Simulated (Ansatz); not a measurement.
# Molecular dynamics of GeH3ClO2 (part 1 of 3)

- system: GeH3ClO2
- method: RHF/def2-SVP (Ansatz 0.2.0)

It belongs to a series of runs on one base structure; here: dynamics from the highest image of the converged band. Figures and captions count atoms from 1; the log counts them from 0 in places.

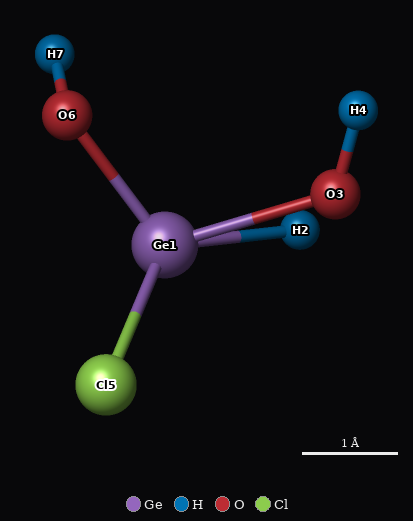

The structure as given in the input (ball-and-stick view, seen at a tilt; atoms are numbered from 1 in the order of the input). Sticks mark near contacts. Bond lengths as drawn: Cl–Ge 2.15 Å, Ge–H 1.63 Å, Ge–O 1.75 to 1.93 Å and H–O 0.95 Å.

## Key numbers

```tsv
quantity	value
outcome	finished
mean temperature over the second half	2845 K
trajectory	200 steps, 100 fs
ensemble	nve
temperature in the input	300.0 K
time step	0.5 fs
potential energy (last step)	−73084.7618 eV
mean-field energy (last step)	−73084.7618 eV
largest force (length of the vector) (last step)	5.960 eV/Å
hardware	1 thread of Arm Neoverse V2, 24 GiB of memory available, shared host
wall time	6.9 min
peak memory	0.18 GiB
```

## Notes

So short a trajectory is not equilibrated.

## Input
```yaml
crystal:
  periodic: [false, false, false]
  atoms:
    - { symbol: Ge, position_ang: [-0.249946, 0.09164, 0.424782] }
    - { symbol: H, position_ang: [0.892592, -0.039943, 1.585531] }
    - { symbol: O, position_ang: [1.674078, -0.085725, 0.459888] }
    - { symbol: H, position_ang: [2.145066, -0.850863, 0.141904] }
    - { symbol: Cl, position_ang: [-0.703203, 1.741124, -0.88496] }
    - { symbol: O, position_ang: [-0.844506, -1.283429, -0.484672] }
    - { symbol: H, position_ang: [-1.037178, -2.067703, 0.006624] }
basis:
  gaussian: { orbitals: def2-SVP }
hamiltonian:
  xc: hf
md:
  timestep: 0.5
  n_steps: 200
  ensemble: nve
  temperature: 300.0
  initial_velocities: maxwell_boltzmann
  seed: 9386
```

Run as:
```bash
ansatz run input.yaml --threads 1 --pin off --max-ram 2048MiB --backend cpu --events-out ev --progress --plain --runs-dir out
```

## The program's output
```
Engine: ansatz 0.2.0, aarch64-unknown-linux-gnu
Functional definition: HF
  exchange = exact_x
  correlation = 0
950 factors; integrals over basis functions are off by at most 3.9e-4 eV
mean field evaluation 1: about -73079.6638 eV, gradient 4.5e1 eV
mean field evaluation 2: about -73079.7028 eV, gradient 4.5e1 eV
mean field evaluation 4: about -73083.6557 eV, gradient 3.1e0 eV
mean field evaluation 8: about -73083.6993 eV, gradient 1.5e-1 eV
mean field -73083.69953951 eV, -2685.7764201661 hartree, gradient 2.5e-5 eV, S^2 0.000000; 0 other end points of the search recorded, 0 dependent functions left out
the calculation of the forces begins
reference -73083.69953951 eV, -2685.7764201661 hartree; 34, 34 occupied and 59, 59 virtual orbitals, 950 factors
md step     0: t =     0.00 fs  T =   300.0 K  F+E_penalty+E_count = -73083.69953951 eV  E_kin = 0.193890 eV  conserved = -73083.50564951 eV  (38 SCF iters)
these checks for a lower state are left out or cut short: starts, cluster_reference, orbital_swaps, neighbouring_geometries, increment
950 factors; integrals over basis functions are off by at most 3.9e-4 eV
mean field evaluation 16: about -73083.6926 eV, gradient 2.4e-4 eV
mean field -73083.69257750 eV, -2685.7761643170 hartree, gradient 2.2e-5 eV, S^2 0.000000; 0 other end points of the search recorded, 0 dependent functions left out
the calculation of the forces begins
reference -73083.69257750 eV, -2685.7761643170 hartree; 34, 34 occupied and 59, 59 virtual orbitals, 950 factors
md step     1: t =     0.50 fs  T =   289.7 K  F+E_penalty+E_count = -73083.69257750 eV  E_kin = 0.187223 eV  conserved = -73083.50535460 eV  (38 SCF iters)
[... from here on the SCF iterations and repeated set-up lines of each step are left out, up to the last step ...]
md step     2: t =     1.00 fs  T =   264.7 K  F+E_penalty+E_count = -73083.67582681 eV  E_kin = 0.171056 eV  conserved = -73083.50477045 eV  (39 SCF iters)
md step     3: t =     1.50 fs  T =   238.2 K  F+E_penalty+E_count = -73083.65816913 eV  E_kin = 0.153947 eV  conserved = -73083.50422171 eV  (39 SCF iters)
md step     4: t =     2.00 fs  T =   223.0 K  F+E_penalty+E_count = -73083.64808988 eV  E_kin = 0.144125 eV  conserved = -73083.50396473 eV  (39 SCF iters)
md step     5: t =     2.50 fs  T =   225.1 K  F+E_penalty+E_count = -73083.64960868 eV  E_kin = 0.145510 eV  conserved = -73083.50409899 eV  (39 SCF iters)
md step     6: t =     3.00 fs  T =   241.5 K  F+E_penalty+E_count = -73083.66066116 eV  E_kin = 0.156113 eV  conserved = -73083.50454811 eV  (39 SCF iters)
md step     7: t =     3.50 fs  T =   261.8 K  F+E_penalty+E_count = -73083.67428481 eV  E_kin = 0.169185 eV  conserved = -73083.50509941 eV  (39 SCF iters)
md step     8: t =     4.00 fs  T =   273.2 K  F+E_penalty+E_count = -73083.68201326 eV  E_kin = 0.176542 eV  conserved = -73083.50547087 eV  (39 SCF iters)
md step     9: t =     4.50 fs  T =   267.6 K  F+E_penalty+E_count = -73083.67835137 eV  E_kin = 0.172946 eV  conserved = -73083.50540546 eV  (40 SCF iters)
md step    10: t =     5.00 fs  T =   247.3 K  F+E_penalty+E_count = -73083.66468366 eV  E_kin = 0.159853 eV  conserved = -73083.50483064 eV  (39 SCF iters)
md step    11: t =     5.50 fs  T =   226.1 K  F+E_penalty+E_count = -73083.65012037 eV  E_kin = 0.146102 eV  conserved = -73083.50401868 eV  (39 SCF iters)
md step    12: t =     6.00 fs  T =   222.2 K  F+E_penalty+E_count = -73083.64713191 eV  E_kin = 0.143631 eV  conserved = -73083.50350132 eV  (39 SCF iters)
md step    13: t =     6.50 fs  T =   247.5 K  F+E_penalty+E_count = -73083.66360262 eV  E_kin = 0.159974 eV  conserved = -73083.50362888 eV  (39 SCF iters)
md step    14: t =     7.00 fs  T =   299.4 K  F+E_penalty+E_count = -73083.69773593 eV  E_kin = 0.193524 eV  conserved = -73083.50421211 eV  (37 SCF iters)
md step    15: t =     7.50 fs  T =   365.4 K  F+E_penalty+E_count = -73083.74086275 eV  E_kin = 0.236157 eV  conserved = -73083.50470530 eV  (37 SCF iters)
md step    16: t =     8.00 fs  T =   434.5 K  F+E_penalty+E_count = -73083.78551645 eV  E_kin = 0.280810 eV  conserved = -73083.50470665 eV  (38 SCF iters)
md step    17: t =     8.50 fs  T =   506.7 K  F+E_penalty+E_count = -73083.83167945 eV  E_kin = 0.327485 eV  conserved = -73083.50419453 eV  (37 SCF iters)
md step    18: t =     9.00 fs  T =   594.1 K  F+E_penalty+E_count = -73083.88742744 eV  E_kin = 0.383999 eV  conserved = -73083.50342871 eV  (38 SCF iters)
md step    19: t =     9.50 fs  T =   715.4 K  F+E_penalty+E_count = -73083.96510689 eV  E_kin = 0.462347 eV  conserved = -73083.50275981 eV  (37 SCF iters)
md step    20: t =    10.00 fs  T =   887.2 K  F+E_penalty+E_count = -73084.07589607 eV  E_kin = 0.573411 eV  conserved = -73083.50248477 eV  (38 SCF iters)
md step    21: t =    10.50 fs  T =  1117.7 K  F+E_penalty+E_count = -73084.22512183 eV  E_kin = 0.722372 eV  conserved = -73083.50274934 eV  (38 SCF iters)
md step    22: t =    11.00 fs  T =  1402.5 K  F+E_penalty+E_count = -73084.40994549 eV  E_kin = 0.906446 eV  conserved = -73083.50349981 eV  (37 SCF iters)
md step    23: t =    11.50 fs  T =  1726.2 K  F+E_penalty+E_count = -73084.62017886 eV  E_kin = 1.115674 eV  conserved = -73083.50450469 eV  (37 SCF iters)
md step    24: t =    12.00 fs  T =  2067.9 K  F+E_penalty+E_count = -73084.84189403 eV  E_kin = 1.336459 eV  conserved = -73083.50543494 eV  (37 SCF iters)
md step    25: t =    12.50 fs  T =  2408.3 K  F+E_penalty+E_count = -73085.06250580 eV  E_kin = 1.556509 eV  conserved = -73083.50599662 eV  (36 SCF iters)
md step    26: t =    13.00 fs  T =  2737.2 K  F+E_penalty+E_count = -73085.27516577 eV  E_kin = 1.769052 eV  conserved = -73083.50611397 eV  (35 SCF iters)
md step    27: t =    13.50 fs  T =  3053.7 K  F+E_penalty+E_count = -73085.47966484 eV  E_kin = 1.973599 eV  conserved = -73083.50606553 eV  (36 SCF iters)
md step    28: t =    14.00 fs  T =  3360.2 K  F+E_penalty+E_count = -73085.67806354 eV  E_kin = 2.171727 eV  conserved = -73083.50633613 eV  (35 SCF iters)
md step    29: t =    14.50 fs  T =  3652.1 K  F+E_penalty+E_count = -73085.86750576 eV  E_kin = 2.360341 eV  conserved = -73083.50716450 eV  (36 SCF iters)
md step    30: t =    15.00 fs  T =  3912.3 K  F+E_penalty+E_count = -73086.03675296 eV  E_kin = 2.528493 eV  conserved = -73083.50826011 eV  (35 SCF iters)
md step    31: t =    15.50 fs  T =  4117.8 K  F+E_penalty+E_count = -73086.17039810 eV  E_kin = 2.661337 eV  conserved = -73083.50906094 eV  (35 SCF iters)
md step    32: t =    16.00 fs  T =  4251.8 K  F+E_penalty+E_count = -73086.25712010 eV  E_kin = 2.747908 eV  conserved = -73083.50921213 eV  (35 SCF iters)
md step    33: t =    16.50 fs  T =  4311.4 K  F+E_penalty+E_count = -73086.29517977 eV  E_kin = 2.786441 eV  conserved = -73083.50873876 eV  (35 SCF iters)
md step    34: t =    17.00 fs  T =  4308.1 K  F+E_penalty+E_count = -73086.29227762 eV  E_kin = 2.784357 eV  conserved = -73083.50792075 eV  (35 SCF iters)
md step    35: t =    17.50 fs  T =  4261.6 K  F+E_penalty+E_count = -73086.26136229 eV  E_kin = 2.754258 eV  conserved = -73083.50710435 eV  (35 SCF iters)
md step    36: t =    18.00 fs  T =  4191.1 K  F+E_penalty+E_count = -73086.21524523 eV  E_kin = 2.708681 eV  conserved = -73083.50656383 eV  (31 SCF iters)
md step    37: t =    18.50 fs  T =  4109.3 K  F+E_penalty+E_count = -73086.16228079 eV  E_kin = 2.655862 eV  conserved = -73083.50641837 eV  (30 SCF iters)
md step    38: t =    19.00 fs  T =  4019.7 K  F+E_penalty+E_count = -73086.10452906 eV  E_kin = 2.597932 eV  conserved = -73083.50659754 eV  (30 SCF iters)
md step    39: t =    19.50 fs  T =  3917.7 K  F+E_penalty+E_count = -73086.03891126 eV  E_kin = 2.532026 eV  conserved = -73083.50688495 eV  (30 SCF iters)
md step    40: t =    20.00 fs  T =  3796.6 K  F+E_penalty+E_count = -73085.96076458 eV  E_kin = 2.453773 eV  conserved = -73083.50699177 eV  (30 SCF iters)
md step    41: t =    20.50 fs  T =  3654.3 K  F+E_penalty+E_count = -73085.86844132 eV  E_kin = 2.361765 eV  conserved = -73083.50667675 eV  (30 SCF iters)
md step    42: t =    21.00 fs  T =  3498.3 K  F+E_penalty+E_count = -73085.76689231 eV  E_kin = 2.260961 eV  conserved = -73083.50593133 eV  (30 SCF iters)
md step    43: t =    21.50 fs  T =  3345.9 K  F+E_penalty+E_count = -73085.66754241 eV  E_kin = 2.162447 eV  conserved = -73083.50509567 eV  (30 SCF iters)
md step    44: t =    22.00 fs  T =  3215.6 K  F+E_penalty+E_count = -73085.58294050 eV  E_kin = 2.078242 eV  conserved = -73083.50469878 eV  (30 SCF iters)
md step    45: t =    22.50 fs  T =  3116.1 K  F+E_penalty+E_count = -73085.51890340 eV  E_kin = 2.013906 eV  conserved = -73083.50499718 eV  (30 SCF iters)
md step    46: t =    23.00 fs  T =  3040.5 K  F+E_penalty+E_count = -73085.47076573 eV  E_kin = 1.965050 eV  conserved = -73083.50571612 eV  (30 SCF iters)
md step    47: t =    23.50 fs  T =  2972.4 K  F+E_penalty+E_count = -73085.42739303 eV  E_kin = 1.921069 eV  conserved = -73083.50632356 eV  (30 SCF iters)
md step    48: t =    24.00 fs  T =  2897.5 K  F+E_penalty+E_count = -73085.37911523 eV  E_kin = 1.872631 eV  conserved = -73083.50648430 eV  (30 SCF iters)
md step    49: t =    24.50 fs  T =  2811.1 K  F+E_penalty+E_count = -73085.32300448 eV  E_kin = 1.816787 eV  conserved = -73083.50621724 eV  (30 SCF iters)
md step    50: t =    25.00 fs  T =  2718.7 K  F+E_penalty+E_count = -73085.26287028 eV  E_kin = 1.757101 eV  conserved = -73083.50576932 eV  (30 SCF iters)
md step    51: t =    25.50 fs  T =  2630.5 K  F+E_penalty+E_count = -73085.20556644 eV  E_kin = 1.700124 eV  conserved = -73083.50544279 eV  (29 SCF iters)
md step    52: t =    26.00 fs  T =  2554.2 K  F+E_penalty+E_count = -73085.15624862 eV  E_kin = 1.650773 eV  conserved = -73083.50547569 eV  (30 SCF iters)
md step    53: t =    26.50 fs  T =  2489.0 K  F+E_penalty+E_count = -73085.11461729 eV  E_kin = 1.608657 eV  conserved = -73083.50595991 eV  (30 SCF iters)
md step    54: t =    27.00 fs  T =  2424.1 K  F+E_penalty+E_count = -73085.07350045 eV  E_kin = 1.566694 eV  conserved = -73083.50680628 eV  (29 SCF iters)
md step    55: t =    27.50 fs  T =  2340.3 K  F+E_penalty+E_count = -73085.02033195 eV  E_kin = 1.512560 eV  conserved = -73083.50777228 eV  (29 SCF iters)
md step    56: t =    28.00 fs  T =  2216.6 K  F+E_penalty+E_count = -73084.94110879 eV  E_kin = 1.432581 eV  conserved = -73083.50852760 eV  (28 SCF iters)
md step    57: t =    28.50 fs  T =  2037.6 K  F+E_penalty+E_count = -73084.82566453 eV  E_kin = 1.316900 eV  conserved = -73083.50876438 eV  (28 SCF iters)
md step    58: t =    29.00 fs  T =  1801.1 K  F+E_penalty+E_count = -73084.67241757 eV  E_kin = 1.164063 eV  conserved = -73083.50835462 eV  (28 SCF iters)
md step    59: t =    29.50 fs  T =  1520.6 K  F+E_penalty+E_count = -73084.49018776 eV  E_kin = 0.982740 eV  conserved = -73083.50744766 eV  (29 SCF iters)
md step    60: t =    30.00 fs  T =  1221.5 K  F+E_penalty+E_count = -73084.29576698 eV  E_kin = 0.789442 eV  conserved = -73083.50632545 eV  (28 SCF iters)
md step    61: t =    30.50 fs  T =   935.3 K  F+E_penalty+E_count = -73084.10956798 eV  E_kin = 0.604493 eV  conserved = -73083.50507448 eV  (28 SCF iters)
md step    62: t =    31.00 fs  T =   696.7 K  F+E_penalty+E_count = -73083.95385228 eV  E_kin = 0.450258 eV  conserved = -73083.50359422 eV  (30 SCF iters)
md step    63: t =    31.50 fs  T =   543.6 K  F+E_penalty+E_count = -73083.85335972 eV  E_kin = 0.351301 eV  conserved = -73083.50205906 eV  (28 SCF iters)
md step    64: t =    32.00 fs  T =   512.2 K  F+E_penalty+E_count = -73083.83218320 eV  E_kin = 0.331051 eV  conserved = -73083.50113264 eV  (28 SCF iters)
md step    65: t =    32.50 fs  T =   623.1 K  F+E_penalty+E_count = -73083.90420001 eV  E_kin = 0.402735 eV  conserved = -73083.50146523 eV  (28 SCF iters)
md step    66: t =    33.00 fs  T =   868.0 K  F+E_penalty+E_count = -73084.06400508 eV  E_kin = 0.560957 eV  conserved = -73083.50304775 eV  (28 SCF iters)
md step    67: t =    33.50 fs  T =  1209.8 K  F+E_penalty+E_count = -73084.28710307 eV  E_kin = 0.781874 eV  conserved = -73083.50522879 eV  (36 SCF iters)
md step    68: t =    34.00 fs  T =  1596.8 K  F+E_penalty+E_count = -73084.53925379 eV  E_kin = 1.031980 eV  conserved = -73083.50727416 eV  (36 SCF iters)
md step    69: t =    34.50 fs  T =  1978.3 K  F+E_penalty+E_count = -73084.78734808 eV  E_kin = 1.278567 eV  conserved = -73083.50878121 eV  (35 SCF iters)
md step    70: t =    35.00 fs  T =  2315.0 K  F+E_penalty+E_count = -73085.00584456 eV  E_kin = 1.496175 eV  conserved = -73083.50966952 eV  (36 SCF iters)
md step    71: t =    35.50 fs  T =  2581.9 K  F+E_penalty+E_count = -73085.17864154 eV  E_kin = 1.668681 eV  conserved = -73083.50996030 eV  (37 SCF iters)
md step    72: t =    36.00 fs  T =  2769.0 K  F+E_penalty+E_count = -73085.29927459 eV  E_kin = 1.789630 eV  conserved = -73083.50964440 eV  (37 SCF iters)
md step    73: t =    36.50 fs  T =  2881.9 K  F+E_penalty+E_count = -73085.37128277 eV  E_kin = 1.862561 eV  conserved = -73083.50872217 eV  (37 SCF iters)
md step    74: t =    37.00 fs  T =  2940.7 K  F+E_penalty+E_count = -73085.40797529 eV  E_kin = 1.900575 eV  conserved = -73083.50740001 eV  (37 SCF iters)
md step    75: t =    37.50 fs  T =  2974.9 K  F+E_penalty+E_count = -73085.42888345 eV  E_kin = 1.922691 eV  conserved = -73083.50619264 eV  (38 SCF iters)
md step    76: t =    38.00 fs  T =  3011.2 K  F+E_penalty+E_count = -73085.45177185 eV  E_kin = 1.946116 eV  conserved = -73083.50565538 eV  (38 SCF iters)
md step    77: t =    38.50 fs  T =  3061.3 K  F+E_penalty+E_count = -73085.48437774 eV  E_kin = 1.978486 eV  conserved = -73083.50589143 eV  (38 SCF iters)
md step    78: t =    39.00 fs  T =  3119.9 K  F+E_penalty+E_count = -73085.52285213 eV  E_kin = 2.016403 eV  conserved = -73083.50644960 eV  (38 SCF iters)
md step    79: t =    39.50 fs  T =  3174.3 K  F+E_penalty+E_count = -73085.55831892 eV  E_kin = 2.051552 eV  conserved = -73083.50676676 eV  (38 SCF iters)
md step    80: t =    40.00 fs  T =  3216.3 K  F+E_penalty+E_count = -73085.58531658 eV  E_kin = 2.078714 eV  conserved = -73083.50660225 eV  (36 SCF iters)
md step    81: t =    40.50 fs  T =  3248.8 K  F+E_penalty+E_count = -73085.60574595 eV  E_kin = 2.099678 eV  conserved = -73083.50606770 eV  (39 SCF iters)
md step    82: t =    41.00 fs  T =  3283.2 K  F+E_penalty+E_count = -73085.62740553 eV  E_kin = 2.121959 eV  conserved = -73083.50544634 eV  (38 SCF iters)
md step    83: t =    41.50 fs  T =  3333.8 K  F+E_penalty+E_count = -73085.65966043 eV  E_kin = 2.154634 eV  conserved = -73083.50502635 eV  (38 SCF iters)
md step    84: t =    42.00 fs  T =  3410.0 K  F+E_penalty+E_count = -73085.70888456 eV  E_kin = 2.203886 eV  conserved = -73083.50499890 eV  (38 SCF iters)
md step    85: t =    42.50 fs  T =  3512.3 K  F+E_penalty+E_count = -73085.77542487 eV  E_kin = 2.270028 eV  conserved = -73083.50539648 eV  (38 SCF iters)
md step    86: t =    43.00 fs  T =  3631.6 K  F+E_penalty+E_count = -73085.85316289 eV  E_kin = 2.347108 eV  conserved = -73083.50605530 eV  (38 SCF iters)
md step    87: t =    43.50 fs  T =  3752.7 K  F+E_penalty+E_count = -73085.93205902 eV  E_kin = 2.425371 eV  conserved = -73083.50668807 eV  (38 SCF iters)
md step    88: t =    44.00 fs  T =  3861.7 K  F+E_penalty+E_count = -73086.00280339 eV  E_kin = 2.495844 eV  conserved = -73083.50695913 eV  (38 SCF iters)
md step    89: t =    44.50 fs  T =  3953.4 K  F+E_penalty+E_count = -73086.06178141 eV  E_kin = 2.555055 eV  conserved = -73083.50672659 eV  (35 SCF iters)
md step    90: t =    45.00 fs  T =  4033.6 K  F+E_penalty+E_count = -73086.11310992 eV  E_kin = 2.606908 eV  conserved = -73083.50620146 eV  (35 SCF iters)
md step    91: t =    45.50 fs  T =  4114.4 K  F+E_penalty+E_count = -73086.16505788 eV  E_kin = 2.659111 eV  conserved = -73083.50594697 eV  (35 SCF iters)
md step    92: t =    46.00 fs  T =  4201.1 K  F+E_penalty+E_count = -73086.22160064 eV  E_kin = 2.715172 eV  conserved = -73083.50642898 eV  (35 SCF iters)
md step    93: t =    46.50 fs  T =  4282.9 K  F+E_penalty+E_count = -73086.27562127 eV  E_kin = 2.768064 eV  conserved = -73083.50755680 eV  (35 SCF iters)
md step    94: t =    47.00 fs  T =  4334.5 K  F+E_penalty+E_count = -73086.31019109 eV  E_kin = 2.801410 eV  conserved = -73083.50878150 eV  (35 SCF iters)
md step    95: t =    47.50 fs  T =  4327.8 K  F+E_penalty+E_count = -73086.30663050 eV  E_kin = 2.797037 eV  conserved = -73083.50959366 eV  (35 SCF iters)
md step    96: t =    48.00 fs  T =  4243.3 K  F+E_penalty+E_count = -73086.25228392 eV  E_kin = 2.742471 eV  conserved = -73083.50981316 eV  (35 SCF iters)
md step    97: t =    48.50 fs  T =  4075.5 K  F+E_penalty+E_count = -73086.14352837 eV  E_kin = 2.634018 eV  conserved = -73083.50951039 eV  (35 SCF iters)
md step    98: t =    49.00 fs  T =  3831.0 K  F+E_penalty+E_count = -73085.98478838 eV  E_kin = 2.475956 eV  conserved = -73083.50883202 eV  (35 SCF iters)
md step    99: t =    49.50 fs  T =  3524.9 K  F+E_penalty+E_count = -73085.78607989 eV  E_kin = 2.278151 eV  conserved = -73083.50792933 eV  (35 SCF iters)
md step   100: t =    50.00 fs  T =  3177.4 K  F+E_penalty+E_count = -73085.56047689 eV  E_kin = 2.053538 eV  conserved = -73083.50693876 eV  (36 SCF iters)
md step   101: t =    50.50 fs  T =  2809.7 K  F+E_penalty+E_count = -73085.32191359 eV  E_kin = 1.815931 eV  conserved = -73083.50598211 eV  (34 SCF iters)
md step   102: t =    51.00 fs  T =  2442.2 K  F+E_penalty+E_count = -73085.08350297 eV  E_kin = 1.578364 eV  conserved = -73083.50513928 eV  (35 SCF iters)
md step   103: t =    51.50 fs  T =  2092.4 K  F+E_penalty+E_count = -73084.85670450 eV  E_kin = 1.352290 eV  conserved = -73083.50441444 eV  (34 SCF iters)
md step   104: t =    52.00 fs  T =  1776.0 K  F+E_penalty+E_count = -73084.65160155 eV  E_kin = 1.147857 eV  conserved = -73083.50374501 eV  (35 SCF iters)
```
